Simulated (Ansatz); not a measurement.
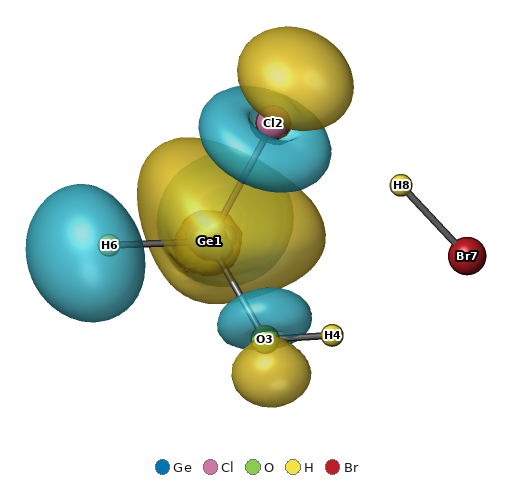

*Cl2GeH2O···HBr. The LUMO at ±0.1 Å⁻³ᐟ² (yellow and cyan are the two phases), seen at a tilt.*

Level of theory: RKS LDA/def2-SVP in Ansatz.

```xyz
8

Ge   -0.2661   -0.3164   -0.1033
Cl   -0.4090   -0.0803    2.0640
O     1.4023   -0.2332   -0.5661
H     1.8381    0.5907   -0.2203
Cl   -1.4086    1.2915   -0.9080
H    -0.8337   -1.6848   -0.4817
Br    2.0804    2.2939    1.3029
H     1.0627    1.4244    1.9184
```

What is the character of this orbital?

Its weight (Hirshfeld) is mainly on Ge1 (about 35 %), Cl2 (about 20 %), Cl5 (about 20 %), H6 (about 10 %) and O3 (about 10 %). Its energy is −2.01 eV.
